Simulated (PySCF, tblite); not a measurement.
# C3H11B2NO: a rotation path, then NMR shifts on frames

How do NMR shifts of C3H11B2NO (`BNBOC(C)C`) change as the atoms move?

Programs: tblite 0.8.0 and PySCF 2.14.0, with density-fitted response routines of our own. Each step states its level of theory. These are calculated values for one molecule in the gas phase, unless marked as measured. Atoms are numbered from 0 throughout.

### 1 The molecule as given

18 atoms, charge 0, multiplicity 1; geometry from: GFN2-xTB.

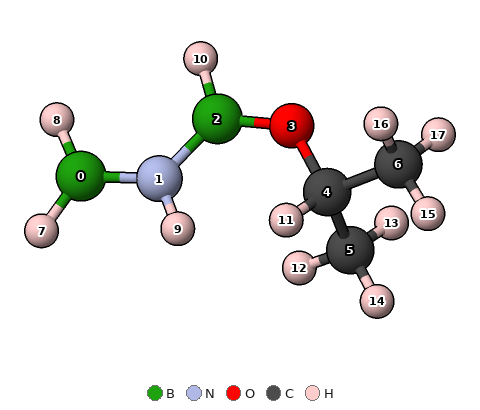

The starting geometry (boron green, nitrogen light blue, oxygen red, carbon dark grey, hydrogen pink), atoms numbered.

### 2 The rotation path with GFN2-xTB

What the job is given:

```
{"job": {"kind": "neb", "xc": "GFN2-xTB", "basis": "xTB", "atoms": [5, 4, 3, 2], "turn": 120}, "charge": 0, "multiplicity": 1}
B      3.348449    -0.314949     0.215445
N      1.969733    -0.113555     0.105628
B      1.090083     0.557224     1.023938
O     -0.226965     0.703746     0.851323
C     -1.001102     0.223439    -0.233356
C     -1.348028    -1.250053    -0.017508
C     -2.263992     1.078602    -0.319596
H      3.912908    -0.884849    -0.640970
H      3.904584     0.087279     1.161685
H      1.527932    -0.481135    -0.727183
H      1.523049     1.030455     2.002160
H     -0.434424     0.331017    -1.172030
H     -0.441510    -1.843787     0.075760
H     -1.924254    -1.358387     0.898293
H     -1.934937    -1.625000    -0.851844
H     -2.894957     0.737663    -1.136089
H     -1.999001     2.119367    -0.485864
H     -2.816327     1.009238     0.613912
```

Method: GFN2-xTB climbing-image nudged elastic band, gas phase.

On the command line:

```bash
$ OMP_NUM_THREADS=1 python probes_run.py task.json out
```

The driver reads the jobs from task.json and runs them one after another.

The program printed:

```text
image   E - E0 / eV
  0       0.0000
  1       0.0041
  2       0.0114
  3       0.0176
  4       0.0197
  5       0.0170
  6       0.0105
  7       0.0036
  8       0.0010
```

Run time: 2.9 s. Hardware: 1 thread, shared host.

The final band, with the dihedral C5–C4–O3–B2:

```
image  dihedral (°)  energy (eV)  energy (kcal/mol)
    0            82        0.000                0.0
    1            90        0.004                0.1
    2           100        0.011                0.3
    3           110        0.018                0.4
    4           120        0.020                0.5
    5           130        0.017                0.4
    6           141        0.010                0.2
    7           151        0.004                0.1
    8           159        0.001                0.0
```

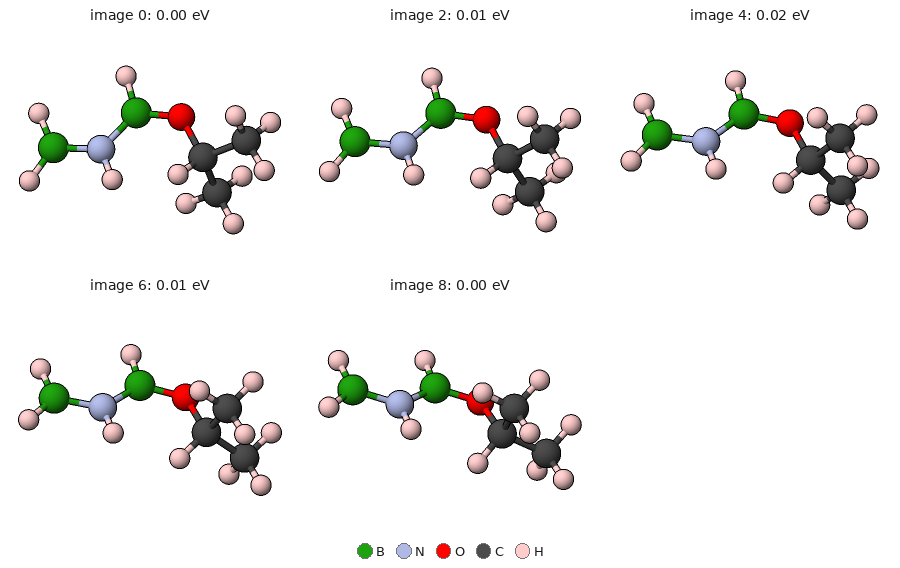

Images along the band.

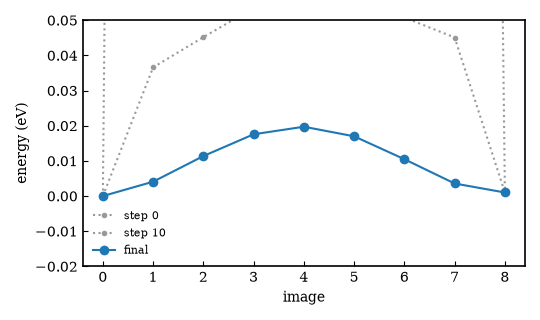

Energy along the band, early and final.

### 3 Nuclear shieldings: image 0, PBE0/pcSseg-1

What the job is given:

```
{"job": {"kind": "nmr", "xc": "PBE0", "basis": "pcSseg-1", "pop": false}, "charge": 0, "multiplicity": 1}
B      3.348400    -0.314900     0.215400
N      1.969700    -0.113600     0.105600
B      1.090100     0.557200     1.023900
O     -0.227000     0.703700     0.851300
C     -1.001100     0.223400    -0.233400
C     -1.348000    -1.250100    -0.017500
C     -2.264000     1.078600    -0.319600
H      3.912900    -0.884800    -0.641000
H      3.904600     0.087300     1.161700
H      1.527900    -0.481100    -0.727200
H      1.523000     1.030500     2.002200
H     -0.434400     0.331000    -1.172000
H     -0.441500    -1.843800     0.075800
H     -1.924300    -1.358400     0.898300
H     -1.934900    -1.625000    -0.851800
H     -2.895000     0.737700    -1.136100
H     -1.999000     2.119400    -0.485900
H     -2.816300     1.009200     0.613900
```

Level: GIAO PBE0/pcSseg-1 NMR shielding, non-relativistic, gas phase.

The program printed:

```text
coarse grid: 14400 points
cycle   1  E = -300.1824120898  dE =  6.423e-01  |g| = 6.696e-01  |ddm| = 3.452e+00
cycle   2  E = -300.1057932207  dE =  7.662e-02  |g| = 9.429e-01  |ddm| = 1.148e+00
cycle   3  E = -300.2720873459  dE = -1.663e-01  |g| = 1.304e-01  |ddm| = 7.280e-01
cycle   4  E = -300.2752676193  dE = -3.180e-03  |g| = 3.629e-02  |ddm| = 1.027e-01
cycle   5  E = -300.2755117846  dE = -2.442e-04  |g| = 1.342e-02  |ddm| = 2.956e-02
cycle   6  E = -300.2755489170  dE = -3.713e-05  |g| = 3.420e-03  |ddm| = 9.474e-03
cycle   7  E = -300.2755513747  dE = -2.458e-06  |g| = 5.559e-04  |ddm| = 2.488e-03
final grid: 137336 points
cycle   8  E = -300.3238434067  dE = -5.166e-05  |g| = 1.233e-02  |ddm| = 3.372e-02
cycle   9  E = -300.3238103472  dE =  3.306e-05  |g| = 1.830e-02  |ddm| = 1.807e-02
cycle  10  E = -300.3238741087  dE = -6.376e-05  |g| = 1.836e-03  |ddm| = 1.097e-02
cycle  11  E = -300.3238748433  dE = -7.346e-07  |g| = 2.762e-04  |ddm| = 1.563e-03
cycle  12  E = -300.3238748596  dE = -1.632e-08  |g| = 8.580e-05  |ddm| = 2.831e-04
cycle  13  E = -300.3238748612  dE = -1.642e-09  |g| = 2.644e-05  |ddm| = 7.515e-05
cycle  14  E = -300.3238748614  dE = -1.406e-10  |g| = 8.142e-06  |ddm| = 2.463e-05
converged SCF energy = -300.3238748614

GIAO shielding tensors (ppm)
atom      isotropic    diamagn.    paramagn.     s11        s22        s33       span
  0 B       53.268     193.713    -140.445     14.465     22.549    122.790    108.325
  1 N      102.400     327.435    -225.035    -28.076     90.809    244.466    272.542
  2 B       70.273     197.305    -127.032     56.165     61.450     93.204     37.039
  3 O      157.507     396.048    -238.541     45.470    134.939    292.111    246.641
  4 C      118.138     245.144    -127.006     87.744    112.080    154.590     66.846
  5 C      160.322     250.142     -89.820    140.770    154.440    185.756     44.986
  6 C      160.290     246.195     -85.905    142.955    151.736    186.179     43.224
  7 H       26.379      29.248      -2.870     24.184     26.859     28.093      3.909
  8 H       26.409      29.766      -3.357     23.878     27.044     28.304      4.426
  9 H       25.424      36.369     -10.945     20.980     26.060     29.232      8.251
 10 H       27.187      32.015      -4.828     24.164     27.317     30.080      5.916
 11 H       27.335      34.191      -6.857     24.259     28.031     29.714      5.455
 12 H       30.234      32.697      -2.463     25.483     29.896     35.321      9.838
 13 H       30.384      30.997      -0.614     27.500     28.603     35.048      7.547
 14 H       30.671      30.827      -0.157     26.703     28.275     37.034     10.331
 15 H       30.671      29.055       1.616     26.591     28.573     36.849     10.258
 16 H       30.058      29.411       0.647     26.085     27.719     36.371     10.287
 17 H       30.188      29.407       0.782     27.210     28.440     34.915      7.706
```

It took 29 s on 1 thread, shared host.

Shifts follow as δ = σ(reference) − σ, with reference shieldings (ppm) from runs at the same level and on the same kind of geometry: ¹H TMS 31.72, ¹³C TMS 186.9, ¹⁵N NH3 267.7, ¹⁷O H2O 336.1, ¹¹B BF3·OEt2 100.1. The references are single molecules in the gas phase, so shifts against H2O, NH3, PH3, H3PO4 or CFCl3 are not on the usual liquid scales and can be off by tens of ppm. Each atom is listed at this fixed geometry, with no averaging over motion; a spectrum would average atoms that exchange fast.

```
atoms                           environment  σ (ppm)  δ (ppm)
   C4                    sp3 CH bonded to O    118.1     68.8
   C6                         methyl carbon    160.3     26.6
   C5                         methyl carbon    160.3     26.6
   H9  hydrogen on a nitrogen bonded to 2 B    25.42     6.29
   H7       hydrogen on a boron bonded to N    26.38     5.34
   H8       hydrogen on a boron bonded to N    26.41     5.31
  H10    hydrogen on a boron bonded to N, O    27.19     4.53
  H11     hydrogen on an sp3 CH bonded to O    27.33     4.38
  H16           hydrogen on a methyl carbon    30.06     1.66
  H17           hydrogen on a methyl carbon    30.19     1.53
  H12           hydrogen on a methyl carbon    30.23     1.48
  H13           hydrogen on a methyl carbon    30.38     1.33
  H14           hydrogen on a methyl carbon    30.67     1.05
  H15           hydrogen on a methyl carbon    30.67     1.05
   B0                boron bonded to N, 2 H     53.3     46.8
   B2               boron bonded to N, O, H     70.3     29.8
   N1             nitrogen bonded to 2 B, H    102.4    165.3
   O3                 oxygen bonded to C, B    157.5    178.6
```

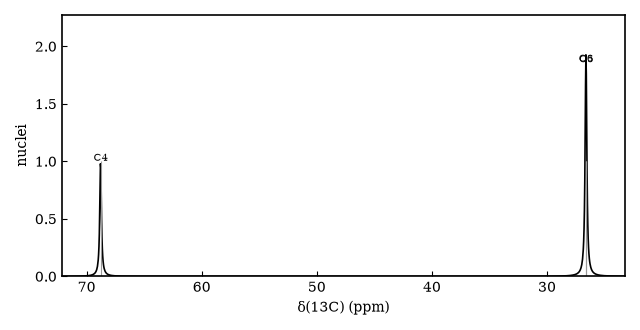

¹³C lines at the computed shifts, without couplings. Lines are broadened to a width of 0.17 ppm (Lorentzian).

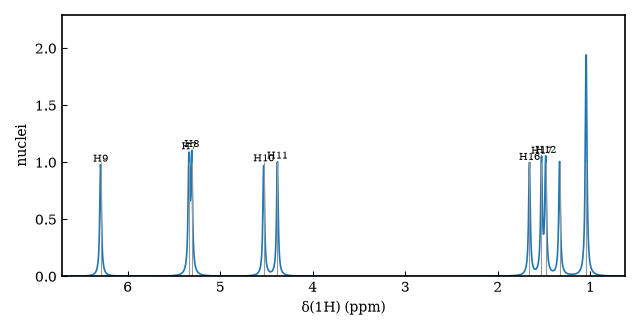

¹H lines at the computed shifts, without couplings. Lines are broadened to a width of 0.02 ppm (Lorentzian).

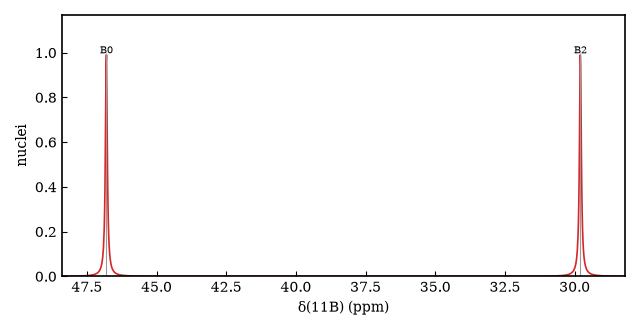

¹¹B lines at the computed shifts, without couplings. Lines are broadened to a width of 0.08 ppm (Lorentzian).

### 4 NMR shieldings: image 2, PBE0/pcSseg-1

What the job is given:

```
{"job": {"kind": "nmr", "xc": "PBE0", "basis": "pcSseg-1", "pop": false}, "charge": 0, "multiplicity": 1}
B      3.406800    -0.090700     0.136200
N      2.013500    -0.018600     0.069600
B      1.092700     0.424600     1.080400
O     -0.234700     0.462800     0.942500
C     -0.999400     0.070600    -0.182100
C     -1.576200    -1.324000     0.063400
C     -2.104700     1.105500    -0.386600
H      4.003800    -0.472800    -0.798200
H      3.936100     0.230900     1.126900
H      1.592900    -0.311400    -0.802500
H      1.497100     0.795300     2.114200
H     -0.371400     0.045200    -1.087300
H     -0.774400    -2.041600     0.220400
H     -2.202900    -1.309300     0.952400
H     -2.172200    -1.640200    -0.788500
H     -2.735900     0.824100    -1.225300
H     -1.667100     2.081200    -0.583900
H     -2.712700     1.174700     0.512100
```

Level: GIAO PBE0/pcSseg-1 NMR shielding, non-relativistic, gas phase.

The program printed:

```text
coarse grid: 14400 points
cycle   1  E = -300.1827083757  dE =  6.444e-01  |g| = 6.693e-01  |ddm| = 3.450e+00
cycle   2  E = -300.1050568276  dE =  7.765e-02  |g| = 9.450e-01  |ddm| = 1.150e+00
cycle   3  E = -300.2723771862  dE = -1.673e-01  |g| = 1.314e-01  |ddm| = 7.311e-01
cycle   4  E = -300.2756111412  dE = -3.234e-03  |g| = 3.654e-02  |ddm| = 1.039e-01
cycle   5  E = -300.2758577192  dE = -2.466e-04  |g| = 1.361e-02  |ddm| = 2.977e-02
cycle   6  E = -300.2758960615  dE = -3.834e-05  |g| = 3.414e-03  |ddm| = 9.546e-03
cycle   7  E = -300.2758985164  dE = -2.455e-06  |g| = 5.599e-04  |ddm| = 2.490e-03
final grid: 137336 points
cycle   8  E = -300.3237218835  dE = -4.446e-05  |g| = 1.210e-02  |ddm| = 2.940e-02
cycle   9  E = -300.3236893970  dE =  3.249e-05  |g| = 1.813e-02  |ddm| = 1.787e-02
cycle  10  E = -300.3237511577  dE = -6.176e-05  |g| = 1.769e-03  |ddm| = 1.085e-02
cycle  11  E = -300.3237518511  dE = -6.935e-07  |g| = 2.557e-04  |ddm| = 1.501e-03
cycle  12  E = -300.3237518657  dE = -1.458e-08  |g| = 7.631e-05  |ddm| = 2.720e-04
cycle  13  E = -300.3237518670  dE = -1.340e-09  |g| = 2.242e-05  |ddm| = 7.193e-05
cycle  14  E = -300.3237518671  dE = -1.035e-10  |g| = 7.044e-06  |ddm| = 2.119e-05
converged SCF energy = -300.3237518671

GIAO shielding tensors (ppm)
atom      isotropic    diamagn.    paramagn.     s11        s22        s33       span
  0 B       53.414     193.719    -140.305     15.097     22.360    122.784    107.688
  1 N      104.413     327.454    -223.041    -26.607     91.135    248.712    275.318
  2 B       70.567     197.351    -126.784     56.391     62.202     93.107     36.716
  3 O      155.627     396.322    -240.694     40.172    133.533    293.177    253.005
  4 C      118.101     244.266    -126.164     86.224    115.153    152.926     66.701
  5 C      159.620     248.975     -89.356    139.980    152.898    185.981     46.002
  6 C      160.158     247.067     -86.909    142.387    151.918    186.168     43.781
  7 H       26.405      29.228      -2.823     24.232     26.878     28.105      3.874
  8 H       26.426      29.766      -3.340     23.842     27.043     28.394      4.552
  9 H       25.339      36.268     -10.928     20.545     26.098     29.374      8.829
 10 H       27.172      32.116      -4.945     24.157     27.343     30.015      5.858
 11 H       27.266      34.627      -7.361     23.872     28.226     29.701      5.829
 12 H       30.343      31.675      -1.332     26.061     29.150     35.819      9.758
 13 H       30.242      30.363      -0.122     27.321     28.470     34.933      7.612
 14 H       30.648      30.332       0.315     26.744     28.217     36.982     10.239
 15 H       30.655      29.444       1.211     26.674     28.440     36.851     10.178
 16 H       30.199      30.064       0.135     26.200     28.085     36.312     10.111
 17 H       30.154      29.640       0.514     27.193     28.376     34.894      7.700
```

Run time: 31 s. Hardware: 1 thread, shared host.

In short: δ C4 68.8, C5 27.3, C6 26.8, B0 46.7, H9 6.38, H7 5.31 ppm.

[end of part 1 of 2]
